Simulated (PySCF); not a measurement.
Rh(Cp)(CO)2, C7H5O2Rh, singlet at its GFN2-xTB optimised geometry (Å):

```
15

Rh    -0.2823    -0.2675     0.0000
C      0.8013     0.0514     1.9156
C      0.8382     1.2948     1.2377
C      1.4917     1.0676     0.0000
C      2.0186    -0.2675     0.0000
C      1.5901    -0.8944     1.1777
H      0.4756    -0.0926     2.9365
H      0.4946     2.2442     1.6174
H      1.7875     1.8386    -0.6981
H      2.7186    -0.6615    -0.7207
H      1.8984    -1.8636     1.5389
O     -2.7186    -1.8386     0.7426
C     -1.7757    -1.2429     0.4775
O     -1.4916     0.0762    -2.7156
C     -1.0087    -0.0472    -1.6832
```

Computed with CAM-B3LYP/def2-TZVP, def2 effective core potentials past Kr (PySCF). The core electrons that the potentials of Rh replace are not part of the density. Cells within 0.4 Å of a nucleus heavier than hydrogen are left out (blank, or x).

Map of the Laplacian of the electron density (e/bohr⁵) on the plane z = 1.2 Å:

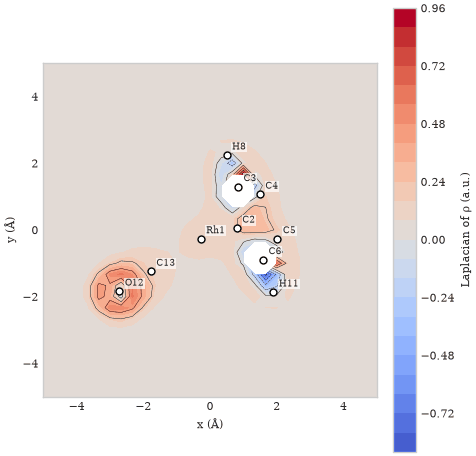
Fig. 1. Laplacian of the electron density (e/bohr⁵) on the plane z = 1.2 Å.
